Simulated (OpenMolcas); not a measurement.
## Run report: CrH4O4 (charge −2), single-point calculation (part 3 of 3)

The same run, continued: CrH4O4, charge −2, multiplicity 3; NEVPT2/ANO-RCC-VDZ, DKH2 (OpenMolcas 26.06). The geometry is that of the parent species in another charge or spin state. The geometry comes from this level: GFN2-xTB.

Geometry of the input (Å):
```
Cr 0.0000  0.0000  0.0000
O  0.0000  0.0000  2.1236
H  0.9390  0.0000  2.3401
O  -2.1235  0.0053  0.0002
H  -2.3398  0.0020  0.9394
O  2.1236  -0.0101  0.0008
H  2.3392  -0.0134  -0.9385
O  0.0005  0.0036  -2.1238
H  -0.9383  0.0094  -2.3415
```

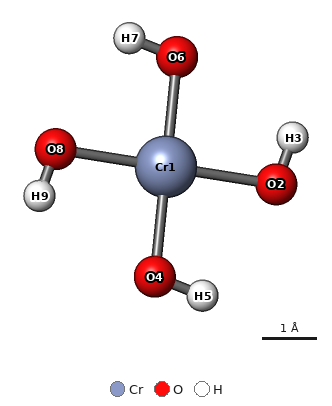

The structure as given in the input (ball-and-stick view, seen at a tilt; atoms are numbered from 1 in the order of the input). Sticks mark near contacts.

Output, continued
```
      Type of calculation                        SS-NEVPT2
      Internal contraction for energies          partially and strongly contracted
                                                 (PC-NEVPT2 and SC-NEVPT2)
      Denominator threshold for SC-NEVPT2        1.00E-09
      Fock operator                              state-specific
      0th-order Hamiltonian                      DYALL
      IPEA shift                                 0.00
      Real shift                                 0.00
      Imaginary shift                            0.00
      The input orbitals will be transformed to quasi-canonical
--

--------------------------------------------------------------------------------
 Estimated memory requirements:
  POLY3 :                   252530
  RHS:                      532024
  SIGMA :                   517140
  PRPCTL:                        0
 Available workspace:    232485552

++ NEVPT2 computation for group   1

********************************************************************************
 Multi-State initialization phase begins for group   1
--------------------------------------------------------------------------------
********************************************************************************
 Compute H0 matrices for state    1
--------------------------------------------------------------------------------
--------------------------------------------------------------------------------
 H0 matrices have been computed.

********************************************************************************
  NEVPT2 EQUATION SOLUTION
--------------------------------------------------------------------------------

  Total nr of NEVPT2 parameters:
   Before reduction:      508211
   After  reduction:      501427

 Variance of |WF0>:       2.5830800377
-----------------------------------------------------------------------------------------------------------------------------

  FINAL PC-NEVPT2 RESULT:

      Reference energy:       -1351.5733308111
      E2 (Non-variational):      -0.7334516689
      E2 (Variational):          -0.7334516689
      Total energy:           -1352.3067824800
      Residual norm:              0.0000000000
      Reference weight:           0.80052

      Contributions to the PC-NEVPT2 correlation energy
      Active & Virtual Only:         -0.0218907806
      One Inactive Excited:          -0.0668259036
      Two Inactive Excited:          -0.6447349847

  FINAL SC-NEVPT2 RESULT:

      Reference energy:       -1351.5733308111
      E2 (Non-variational):      -0.7326117259
      E2 (Variational):          -0.7326117259
      Total energy:           -1352.3059425370
      Residual norm:              0.0000000000
      Reference weight:           0.80142

      Contributions to the SC-NEVPT2 correlation energy
      Active & Virtual only:         -0.0214069672
      One Inactive Excited:          -0.0665337918
      Two Inactive Excited:          -0.6446709669

   (Skip denominator check etc. with SC-NEVPT2 wavefunction)

   (Skipping property calculation,
    use PROP keyword to activate)
--

  Total SC-NEVPT2 energies:
::    SC-NEVPT2 Root  1     Total energy:  -1352.30594254

  A NEW JOBIPH FILE NAMED 'JOBMIX' IS PREPARED.
********************************************************************************
--- Stop Module: caspt2 /rc=_RC_ALL_IS_WELL_ ---

.##################.
.# Happy landing! #.
.##################.

    Timing: Wall=9.08 User=7.78 System=0.90
```
